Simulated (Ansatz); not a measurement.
# Run report: TiH2ClO2F2, geometry relaxation (part 2 of 2)

The same run, continued: TiH2ClO2F2, multiplicity 2; UKS PBE/def2-SVP (Ansatz 0.2.0). It belongs to a series of runs on one base structure; here: end point A relaxed.

Geometry of the input (Å):
```
Ti 0.1088  0.1363  0.6602
Cl -1.3354  -1.3787  1.8354
O  1.7261  0.1004  -0.1625
H  2.3447  -0.6480  -0.2514
O  -0.8106  1.4991  -0.0245
H  -1.6874  1.5223  -0.4571
F  -0.5733  -1.3436  -0.3671
F  0.5362  0.5695  2.3012
```

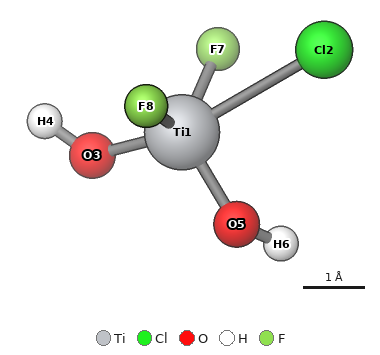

*The geometry at step 18 of the log (ball-and-stick view, seen at a tilt; atoms are numbered from 1 in the order of the input).*

**Trajectory as extended XYZ, continued**
```
8
Properties=species:S:1:pos:R:3:forces:R:3 step=7 energy=-45169.26319
Ti    0.1455    0.1068    0.6694   -0.0898  -0.0815  -0.0476
Cl   -1.9307   -1.2780    1.7050    0.0098   0.0249  -0.0109
O     1.5922    0.2539   -0.3863   -0.0470  -0.0257   0.0189
H     2.3303   -0.3848   -0.4232   -0.0354   0.0394   0.0143
O    -0.8957    1.4700    0.1683   -0.0586  -0.1601  -0.1960
H    -1.4889    1.5671   -0.6072    0.2074  -0.0344   0.2576
F    -0.2167   -1.6481    0.1149    0.0658   0.2812   0.1007
F     0.7731    0.3705    2.2931   -0.0522  -0.0438  -0.1369
8
Properties=species:S:1:pos:R:3:forces:R:3 step=9 energy=-45169.27108
Ti    0.1482    0.1003    0.6641    0.0004   0.0183   0.0162
Cl   -1.9613   -1.2618    1.6965   -0.0220   0.0078   0.0124
O     1.5820    0.2598   -0.4048    0.0402  -0.0267  -0.0146
H     2.3361   -0.3610   -0.4220   -0.0377   0.0425   0.0100
O    -0.8943    1.4556    0.1678   -0.0059  -0.0364  -0.0342
H    -1.4813    1.5657   -0.6028    0.0255  -0.0014   0.0400
F    -0.2010   -1.6456    0.1503    0.0048   0.0024  -0.0087
F     0.7808    0.3444    2.2850   -0.0052  -0.0065  -0.0211
8
Properties=species:S:1:pos:R:3:forces:R:3 step=10 energy=-45169.27172
Ti    0.1487    0.0952    0.6543   -0.0085   0.0349   0.0564
Cl   -1.9685   -1.2666    1.7123   -0.0019   0.0077  -0.0028
O     1.5810    0.2574   -0.4146   -0.0058   0.0200  -0.0222
H     2.3467   -0.3468   -0.4008    0.0263  -0.0029  -0.0006
O    -0.8972    1.4497    0.1654    0.0011  -0.0343  -0.0330
H    -1.4799    1.5786   -0.6050    0.0182  -0.0071   0.0298
F    -0.2094   -1.6482    0.1491   -0.0166  -0.0027   0.0008
F     0.7879    0.3380    2.2733   -0.0129  -0.0156  -0.0283
8
Properties=species:S:1:pos:R:3:forces:R:3 step=11 energy=-45169.27260
Ti    0.1552    0.0876    0.6492   -0.0363   0.0290  -0.0012
Cl   -1.9871   -1.2503    1.7198    0.0003  -0.0083  -0.0013
O     1.5802    0.2604   -0.4283    0.0399  -0.0302  -0.0039
H     2.3657   -0.3185   -0.3878   -0.0095   0.0269  -0.0066
O    -0.8974    1.4354    0.1629    0.0161  -0.0031   0.0014
H    -1.4812    1.5746   -0.6037   -0.0055  -0.0081  -0.0003
F    -0.2240   -1.6517    0.1552   -0.0133  -0.0024   0.0028
F     0.7979    0.3197    2.2669    0.0084  -0.0039   0.0090
8
Properties=species:S:1:pos:R:3:forces:R:3 step=12 energy=-45169.27287
Ti    0.1590    0.0864    0.6418    0.0136  -0.0186  -0.0395
Cl   -2.0027   -1.2596    1.7375    0.0102   0.0108  -0.0038
O     1.5826    0.2581   -0.4390    0.0745  -0.0739   0.0245
H     2.3858   -0.2961   -0.3717   -0.0736   0.0652  -0.0098
O    -0.8928    1.4322    0.1554   -0.0012   0.0199   0.0273
H    -1.4825    1.5743   -0.6052   -0.0236  -0.0032  -0.0235
F    -0.2473   -1.6461    0.1572   -0.0077  -0.0044  -0.0044
F     0.8071    0.3082    2.2581    0.0079   0.0042   0.0293
8
Properties=species:S:1:pos:R:3:forces:R:3 step=13 energy=-45169.27329
Ti    0.1601    0.0839    0.6369    0.0207  -0.0222  -0.0024
Cl   -1.9990   -1.2468    1.7419   -0.0014  -0.0023  -0.0004
O     1.5865    0.2543   -0.4406    0.0585  -0.0646   0.0269
H     2.3969   -0.2873   -0.3618   -0.0672   0.0575  -0.0116
O    -0.8945    1.4290    0.1548    0.0008   0.0273   0.0026
H    -1.4909    1.5682   -0.6016   -0.0132  -0.0053  -0.0085
F    -0.2578   -1.6456    0.1493   -0.0010   0.0067  -0.0029
F     0.8080    0.3016    2.2551    0.0028   0.0029  -0.0036
8
Properties=species:S:1:pos:R:3:forces:R:3 step=14 energy=-45169.27369
Ti    0.1614    0.0823    0.6352    0.0158  -0.0131  -0.0094
Cl   -2.0001   -1.2376    1.7405   -0.0040  -0.0052   0.0035
O     1.5893    0.2477   -0.4405    0.0119  -0.0240   0.0180
H     2.4069   -0.2792   -0.3537   -0.0231   0.0218  -0.0057
O    -0.8918    1.4296    0.1536   -0.0046   0.0228  -0.0198
H    -1.5020    1.5573   -0.5947    0.0050  -0.0086   0.0160
F    -0.2681   -1.6432    0.1418    0.0032   0.0092   0.0040
F     0.8137    0.3005    2.2519   -0.0042  -0.0028  -0.0067
8
Properties=species:S:1:pos:R:3:forces:R:3 step=15 energy=-45169.27410
Ti    0.1646    0.0799    0.6270    0.0052  -0.0106  -0.0046
Cl   -2.0032   -1.2279    1.7485   -0.0089  -0.0034   0.0009
O     1.5964    0.2382   -0.4428    0.0186  -0.0095   0.0071
H     2.4280   -0.2625   -0.3376   -0.0223   0.0115  -0.0027
O    -0.8827    1.4330    0.1459   -0.0389   0.0149  -0.0606
H    -1.5217    1.5419   -0.5827    0.0392  -0.0108   0.0583
F    -0.2889   -1.6378    0.1315    0.0061   0.0099   0.0061
F     0.8168    0.2926    2.2443    0.0010  -0.0021  -0.0045
8
Properties=species:S:1:pos:R:3:forces:R:3 step=16 energy=-45169.27444
Ti    0.1708    0.0788    0.6202   -0.0052  -0.0082  -0.0037
Cl   -2.0168   -1.2160    1.7449   -0.0043   0.0007   0.0001
O     1.6050    0.2314   -0.4457    0.0471  -0.0144  -0.0009
H     2.4458   -0.2510   -0.3258   -0.0473   0.0205  -0.0037
O    -0.8743    1.4346    0.1395   -0.0728   0.0119  -0.1050
H    -1.5452    1.5242   -0.5643    0.0788  -0.0134   0.1034
F    -0.3015   -1.6334    0.1285    0.0093   0.0094   0.0096
F     0.8255    0.2887    2.2368   -0.0055  -0.0064   0.0003
8
Properties=species:S:1:pos:R:3:forces:R:3 step=17 energy=-45169.27505
Ti    0.1791    0.0798    0.6118   -0.0154  -0.0103   0.0023
Cl   -2.0314   -1.1995    1.7344   -0.0030   0.0054  -0.0044
O     1.6177    0.2271   -0.4480    0.0759  -0.0192  -0.0032
H     2.4617   -0.2477   -0.3168   -0.0678   0.0286  -0.0057
O    -0.8607    1.4393    0.1279   -0.1868   0.0134  -0.2089
H    -1.5797    1.5022   -0.5346    0.1899  -0.0177   0.2069
F    -0.3065   -1.6292    0.1285    0.0097   0.0057   0.0097
F     0.8290    0.2852    2.2309   -0.0025  -0.0059   0.0033
8
Properties=species:S:1:pos:R:3:forces:R:3 step=18 energy=-45169.27673
Ti    0.1871    0.0819    0.6069   -0.0199  -0.0096  -0.0028
Cl   -2.0450   -1.1781    1.7105   -0.0021   0.0045  -0.0061
O     1.6298    0.2267   -0.4480    0.0560  -0.0082  -0.0040
H     2.4685   -0.2562   -0.3154   -0.0466   0.0191  -0.0024
O    -0.8500    1.4417    0.1171   -0.2654   0.0143  -0.2662
H    -1.6143    1.4817   -0.4979    0.2699  -0.0151   0.2610
F    -0.2980   -1.6291    0.1326    0.0097   0.0040   0.0139
F     0.8310    0.2886    2.2283   -0.0018  -0.0091   0.0066
8
Properties=species:S:1:pos:R:3:forces:R:3 step=19 energy=-45169.27815
Ti    0.2002    0.0859    0.5967    0.0100  -0.0132  -0.0242
Cl   -2.0702   -1.1404    1.6598    0.0033   0.0083  -0.0132
O     1.6515    0.2243   -0.4487    0.0148   0.0074   0.0082
H     2.4797   -0.2746   -0.3131   -0.0133   0.0052   0.0017
O    -0.8275    1.4465    0.0890   -0.6839   0.0093  -0.4705
H    -1.6802    1.4494   -0.4175    0.6747  -0.0042   0.4631
F    -0.2763   -1.6333    0.1456    0.0000   0.0026   0.0236
F     0.8320    0.2994    2.2223   -0.0055  -0.0154   0.0112
8
Properties=species:S:1:pos:R:3:forces:R:3 step=20 energy=-45169.28786
Ti    0.2102    0.0850    0.5862    0.0063   0.0098  -0.0409
Cl   -2.0903   -1.1061    1.6186   -0.0024  -0.0007  -0.0049
O     1.6662    0.2168   -0.4530    0.0006   0.0139   0.0173
H     2.4953   -0.2772   -0.3065   -0.0048   0.0049  -0.0014
O    -0.8209    1.4388    0.0662   -0.5645   0.0025  -0.3552
H    -1.7187    1.4291   -0.3474    0.5760   0.0009   0.3395
F    -0.2666   -1.6395    0.1563   -0.0009  -0.0045   0.0297
F     0.8340    0.3104    2.2136   -0.0103  -0.0269   0.0160
8
Properties=species:S:1:pos:R:3:forces:R:3 step=21 energy=-45169.29844
Ti    0.2153    0.0900    0.5566    0.1083  -0.1151   0.1380
Cl   -2.0964   -1.0801    1.6216   -0.0515  -0.0021  -0.0127
O     1.6891    0.2365   -0.4529   -0.0487  -0.0119  -0.0007
H     2.5097   -0.2710   -0.3078    0.0206   0.0028   0.0083
O    -0.8174    1.4350    0.0213    0.0617   0.0315  -0.0802
H    -1.7359    1.4258   -0.2994   -0.1010   0.0112   0.0576
F    -0.2610   -1.6472    0.1902    0.0195   0.0288  -0.0521
F     0.8058    0.2683    2.2045   -0.0088   0.0549  -0.0582
8
Properties=species:S:1:pos:R:3:forces:R:3 step=23 energy=-45169.32806
Ti    0.2458    0.0826    0.5268    0.1280  -0.0519   0.0159
Cl   -2.1908   -1.0282    1.5012   -0.0017  -0.0018   0.0003
O     1.7189    0.2102   -0.4811   -0.0382  -0.0338   0.0636
H     2.5570   -0.2564   -0.2987    0.0021   0.0266  -0.0182
O    -0.8030    1.3939   -0.0660   -0.5358   0.0203  -0.0929
H    -1.7894    1.4029   -0.0749    0.5221  -0.0231   0.0816
F    -0.2372   -1.6693    0.2496   -0.0273   0.0559  -0.0108
F     0.8079    0.3216    2.1771   -0.0491   0.0078  -0.0395
8
Properties=species:S:1:pos:R:3:forces:R:3 step=24 energy=-45169.34053
Ti    0.2564    0.0775    0.5095    0.0247  -0.0008  -0.0027
Cl   -2.1943   -1.0120    1.5122   -0.0272  -0.0108   0.0072
O     1.7363    0.2015   -0.4844    0.0008  -0.0379   0.0666
H     2.5846   -0.2410   -0.2889   -0.0046   0.0358  -0.0284
O    -0.8067    1.3718   -0.0975   -0.1292   0.0049  -0.0822
H    -1.7819    1.3881   -0.0166    0.1423  -0.0193   0.0562
F    -0.2625   -1.6620    0.2304   -0.0063   0.0398  -0.0013
F     0.7774    0.3332    2.1694   -0.0004  -0.0116  -0.0153
8
Properties=species:S:1:pos:R:3:forces:R:3 step=25 energy=-45169.34712
Ti    0.2725    0.0834    0.5075    0.1034  -0.1254  -0.0660
Cl   -2.2421   -1.0092    1.5147   -0.0047   0.0130  -0.0046
O     1.7541    0.2075   -0.4831   -0.1146  -0.0170   0.0775
H     2.6128   -0.2219   -0.3148    0.0468   0.0053   0.0052
O    -0.8045    1.3514   -0.1288    0.2138   0.0224  -0.0762
H    -1.7646    1.3603    0.0201   -0.2466   0.0000   0.0912
F    -0.2872   -1.6432    0.2410    0.0245   0.0909   0.0105
F     0.7681    0.3290    2.1776   -0.0226   0.0109  -0.0376
8
Properties=species:S:1:pos:R:3:forces:R:3 step=26 energy=-45169.34913
Ti    0.3055    0.0730    0.4781    0.0277  -0.1217  -0.0203
Cl   -2.3291   -0.9533    1.4927   -0.0112  -0.0061   0.0084
O     1.7952    0.2001   -0.4893    0.0331  -0.0854   0.0264
H     2.6880   -0.1629   -0.3289   -0.0969   0.0603  -0.0060
O    -0.8163    1.2896   -0.1886   -0.6204   0.0881   0.2694
H    -1.7517    1.3065    0.1491    0.6477  -0.0415  -0.2371
F    -0.3329   -1.6269    0.2599    0.0602   0.0888   0.0144
F     0.7506    0.3311    2.1610   -0.0402   0.0174  -0.0554
8
Properties=species:S:1:pos:R:3:forces:R:3 step=27 energy=-45169.35545
Ti    0.3239    0.0755    0.4710   -0.0225  -0.0148  -0.0114
Cl   -2.3936   -0.9877    1.4904   -0.0077   0.0345  -0.0027
O     1.8011    0.1730   -0.5142    0.0083   0.0019  -0.0148
H     2.7083   -0.1328   -0.3329    0.0084   0.0077   0.0022
O    -0.8022    1.3041   -0.1656   -0.3229   0.0401   0.1015
H    -1.7392    1.2887    0.1434    0.3141  -0.0144  -0.0916
F    -0.3509   -1.5998    0.2908    0.0107  -0.0797  -0.0223
F     0.7619    0.3364    2.1512    0.0117   0.0247   0.0390
8
Properties=species:S:1:pos:R:3:forces:R:3 step=28 energy=-45169.35690
Ti    0.3190    0.0629    0.4786   -0.0160   0.0312   0.0241
Cl   -2.3786   -0.9239    1.4613   -0.0201  -0.0353   0.0191
O     1.7907    0.1770   -0.5159   -0.0234   0.0023   0.0101
H     2.7007   -0.1212   -0.3363    0.0179   0.0018   0.0022
O    -0.8120    1.2962   -0.1413    0.1349   0.0455  -0.0805
H    -1.7473    1.2611    0.1402   -0.0851  -0.0193   0.0496
F    -0.3340   -1.6238    0.2909   -0.0159  -0.0249  -0.0036
F     0.7706    0.3290    2.1566    0.0077  -0.0012  -0.0210
8
Properties=species:S:1:pos:R:3:forces:R:3 step=29 energy=-45169.35846
Ti    0.3195    0.0620    0.4725    0.0010  -0.0074   0.0153
Cl   -2.3999   -0.9542    1.4740    0.0166   0.0016  -0.0076
O     1.7933    0.1719   -0.5179    0.0218  -0.0230   0.0137
H     2.7076   -0.1123   -0.3329   -0.0282   0.0154  -0.0065
O    -0.8022    1.3010   -0.1537   -0.0030   0.0117  -0.0112
H    -1.7337    1.2738    0.1489   -0.0008  -0.0091   0.0071
F    -0.3452   -1.6225    0.2941   -0.0029   0.0175   0.0047
F     0.7697    0.3375    2.1491   -0.0043  -0.0068  -0.0155
```

**Summary**

```tsv
quantity	value
outcome	converged
total energy	−45169.3586 eV
mean-field energy	−45169.3586 eV
⟨S²⟩	0.752
largest force (length of the vector) at the end	0.034 eV/Å
wall time	73 s (CPU time 4.6 min)
peak memory	0.26 GiB
```
